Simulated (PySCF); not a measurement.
C3H12NOPSi2

```xyz
20

C     2.0508    1.3290    0.5289
C     1.2673    0.6121   -0.2794
P     0.3155   -0.7492    0.4225
C     0.6997   -2.2044   -0.5757
O     0.5363   -0.9228    1.8961
N    -1.3211   -0.3979    0.1735
Si   -2.2092   -0.2654    1.7116
Si   -2.1149   -0.0584   -1.3539
H     2.1146    1.0732    1.5921
H     2.6381    2.1771    0.1639
H     1.1807    0.8398   -1.3483
H     0.1083   -3.0474   -0.1906
H     1.7687   -2.4351   -0.4638
H     0.4721   -2.0448   -1.6397
H    -1.7093    0.8320    2.5813
H    -3.5882    0.0979    1.2450
H    -2.2941   -1.5577    2.4422
H    -1.0895   -0.1981   -2.4331
H    -2.6648    1.3287   -1.3876
H    -3.2235   -1.0233   -1.6142
```

Geometry: PBE0-D3(BJ)/def2-SVP.

Computed with PySCF, CAM-B3LYP/def2-SVPD, SCF density, gas phase.

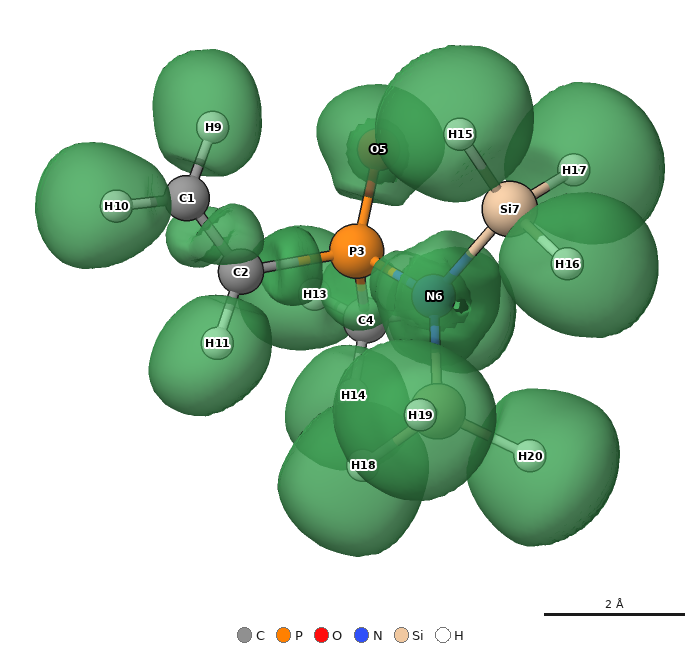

Figure 1. Isosurface of the ELF at 0.75 (green), seen at an oblique angle. Core shells and regions of very low density are left out.

> Where are the electrons localised?

The surface consists of one region between bonded C–C atoms (shared pairs), two regions between bonded C–P atoms (shared pairs), twelve regions around hydrogen nuclei, one region on N in which the atom's valence shell and bonds are merged and one region on O in which the atom's valence shell and bonds are merged. Profiles from the grid: C–C (1.33 Å): the ELF peaks at about 0.90 between the atoms (a multiple bond). P–O (1.50 Å): the ELF peaks at about 0.85 between the atoms, as expected for a short, strongly polar bond.

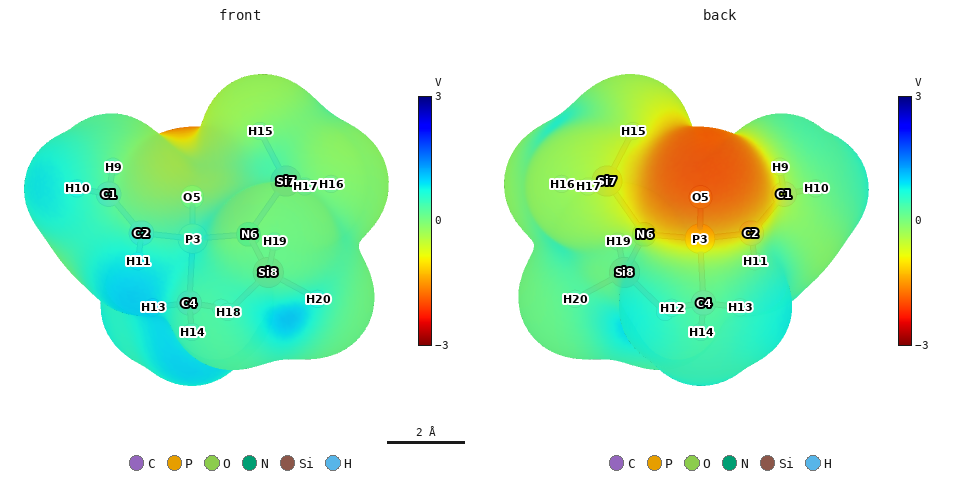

Figure 2. The electrostatic potential painted on the density surface at 0.001 e/bohr³, seen from the front and from behind; red is negative and blue positive.

> Which sites attract a positive test charge, and which a negative one?

A positive charge is drawn to the negative regions and a negative charge to the positive ones. The most negative region (about −2.0 V) lies over O5, the most positive (about +1.0 V) over Si8, H11 and H14. O5 is the likeliest acceptor of a hydrogen bond.

> How polar is the molecule by this calculation?

Its dipole moment is 3.63 D.
